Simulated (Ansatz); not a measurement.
# CH7NOSi (SMILES CO[SiH2]N): HF/cc-pVDZ

What is the energy change on altering one bond length of CH7NOSi at HF/cc-pVDZ? 

Program for the calculation: Ansatz 0.2.0.

123 further runs of the same task are left out: 123 set aside as unsound or not needed.

### 1 The system as given

The species is CH7NOSi (11 atoms), meant as a singlet with charge 0. SMILES: `CO[SiH2]N`. The shape is that of a PBE0-D4/def2-TZVP optimisation. This is one conformer, not always the lowest.

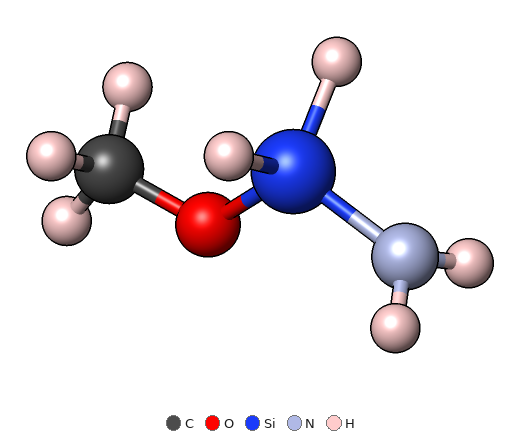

Viewed from a chosen angle; carbon dark grey, oxygen red, silicon blue, nitrogen light blue, hydrogen pink.

### 2 A single-point energy at HF/cc-pVDZ

The input, job.yaml:

```yaml
crystal:
  periodic: [false, false, false]
  atoms:
    - {symbol: C, position_ang: [-0.655300, 1.711900, 0.500200]}
    - {symbol: O, position_ang: [-0.610600, 0.508700, -0.227100]}
    - {symbol: Si, position_ang: [0.533800, -0.642700, 0.054300]}
    - {symbol: N, position_ang: [0.344700, -2.006900, -0.943700]}
    - {symbol: H, position_ang: [0.258400, 2.302900, 0.362300]}
    - {symbol: H, position_ang: [-1.501500, 2.301200, 0.142400]}
    - {symbol: H, position_ang: [-0.790700, 1.531800, 1.573800]}
    - {symbol: H, position_ang: [0.421900, -1.079900, 1.472300]}
    - {symbol: H, position_ang: [1.874600, -0.055000, -0.212100]}
    - {symbol: H, position_ang: [-0.403400, -2.661100, -0.783300]}
    - {symbol: H, position_ang: [0.593600, -1.968000, -1.918400]}
basis:
  gaussian: {orbitals: cc-pVDZ}
output: {orbitals: {seedname: orbitals}}
accuracy: high
hamiltonian: {xc: hf}
```

Run with:

```
$ ansatz run job.yaml --threads 1 --pin off --max-ram 3480MiB --events-out events.jsonl --progress --plain --runs-dir runs
```

What it wrote:

```text
Warning: RAYON_NUM_THREADS=1 ignored (pool sized by the plan → 1); use --threads N
Functional definition: HF
  name "HF"
  exchange = exact_x
  correlation = 0
2294 factors; integrals over basis functions are off by at most 6.4e-9 eV
mean field evaluation 1: about -12520.6229 eV, gradient 3.8e1 eV
mean field evaluation 2: about -12520.7337 eV, gradient 3.8e1 eV
mean field evaluation 4: about -12523.8653 eV, gradient 3.4e0 eV
mean field evaluation 8: about -12523.9016 eV, gradient 1.5e-4 eV
mean field -12523.90159123 eV, -460.2448944725 hartree, gradient 9.5e-8 eV, S^2 0.000000; 0 other end points of the search recorded, 0 dependent functions left out
reference -12523.90159123 eV, -460.2448944725 hartree; 21, 21 occupied and 74, 74 virtual orbitals, 2294 factors
Total energy: -12523.90159123 eV, -460.2448944725 hartree
```

Wall time 3.3 s (1 thread of Arm Neoverse V2, shared host); peak memory 0.28 GiB.

### 3 The distorted shape

The input, molecule.yaml:

```yaml
crystal:
  periodic: [false, false, false]
  atoms:
    - {symbol: C, position_ang: [-0.779751, 1.692450, 0.987555]}
    - {symbol: O, position_ang: [-0.735051, 0.489250, 0.260255]}
    - {symbol: Si, position_ang: [0.409349, -0.662150, 0.541655]}
    - {symbol: N, position_ang: [0.220249, -2.026350, -0.456345]}
    - {symbol: H, position_ang: [0.133949, 2.283450, 0.849655]}
    - {symbol: H, position_ang: [-1.625951, 2.281750, 0.629755]}
    - {symbol: H, position_ang: [-0.915151, 1.512350, 2.061155]}
    - {symbol: H, position_ang: [0.297449, -1.099350, 1.959655]}
    - {symbol: H, position_ang: [1.750149, -0.074450, 0.275255]}
    - {symbol: H, position_ang: [-0.527851, -2.680550, -0.295945]}
    - {symbol: H, position_ang: [0.593600, -1.968000, -1.918400]}
basis:
  gaussian: {orbitals: cc-pVDZ}
hamiltonian: {xc: hf}
accuracy: high
output: {orbitals: {seedname: orbitals}}
```

Run with:

```
$ ansatz run molecule.yaml --threads 1 --pin off --max-ram 3480MiB --events-out events.jsonl --progress --plain --runs-dir runs
```

What it wrote:

```text
Warning: RAYON_NUM_THREADS=1 ignored (pool sized by the plan → 1); use --threads N
[... 4 set-up lines as earlier in the session ...]
2302 factors; integrals over basis functions are off by at most 6.2e-9 eV
mean field evaluation 1: about -12517.5023 eV, gradient 3.8e1 eV
mean field evaluation 2: about -12517.6110 eV, gradient 3.8e1 eV
mean field evaluation 4: about -12521.1377 eV, gradient 3.3e0 eV
mean field evaluation 8: about -12521.1903 eV, gradient 2.3e-1 eV
mean field evaluation 16: about -12521.1906 eV, gradient 7.9e-9 eV
mean field -12521.19063527 eV, -460.1452686784 hartree, gradient 7.7e-9 eV, S^2 0.000000; 0 other end points of the search recorded, 0 dependent functions left out
reference -12521.19063527 eV, -460.1452686784 hartree; 21, 21 occupied and 74, 74 virtual orbitals, 2302 factors
Total energy: -12521.19063527 eV, -460.1452686784 hartree
```

It took 3.6 s on 1 thread of Arm Neoverse V2, shared host; peak memory 0.28 GiB.

### 4 What came out

Level: HF/cc-pVDZ.

| quantity | value |
| --- | --- |
| first shape: total energy | -460.24489 Eh |
| first shape: HOMO energy | -11.25 eV |
| first shape: LUMO energy | 4.73 eV |
| first shape: HOMO–LUMO gap | 15.98 eV |
| distorted shape: total energy | -460.14527 Eh |
| distorted shape: HOMO energy | -11.14 eV |
| distorted shape: LUMO energy | 2.64 eV |
| distorted shape: HOMO–LUMO gap | 13.78 eV |
| energy change with the N4–H11 bond stretched from 1.007 to 1.510 Å | 2.711 eV |

With the N4–H11 bond stretched from 1.007 to 1.510 Å the energy rises by 2.71 eV (262 kJ/mol). The first shape isn't relaxed at this level, so the change isn't measured from a minimum.
